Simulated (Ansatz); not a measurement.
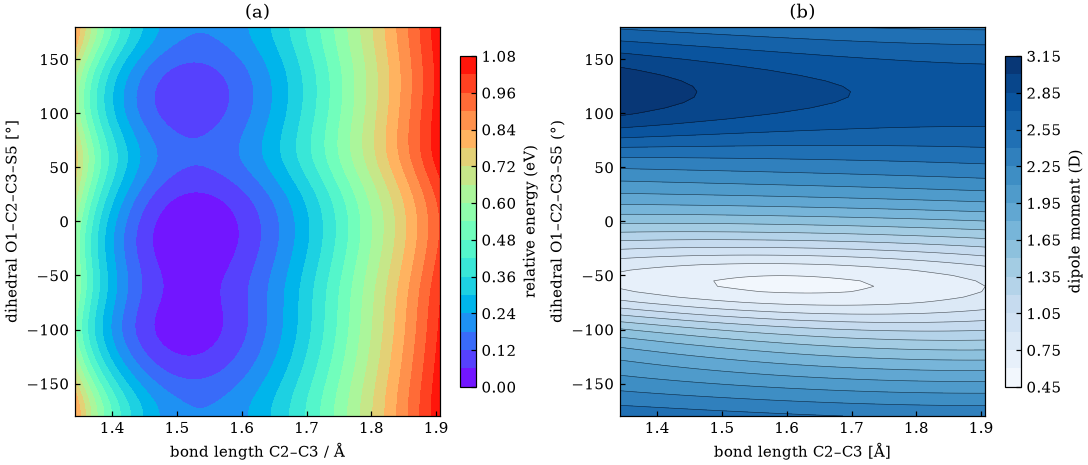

C₂H₃FOS, SMILES O=CC(F)S. First axis: bond length C2–C3. Second axis: dihedral O1–C2–C3–S5. Nothing is relaxed (all other coordinates rigid). The scan uses a 9 × 9 grid. Points are written as (first, second). All energies are given in eV relative to the relaxed molecule at the same level. Computed with RKS PBE0-D4/def2-TZVP in Ansatz 0.2.0.

Panel (a) is the energy and panel (b) the computed dipole moment on the same grid.

The picture shows filled contours. Between grid points the surface is interpolated.

How does the dipole moment vary over the map, and what is it at the lowest grid point?

Answer. Leaving out the highest fifth of the energies, it runs from 0.56 D at (1.624 Å, −60°) to 3.03 D at (1.342 Å, 100°). At the lowest grid point, (1.553 Å, −20°), it is 1.14 D.
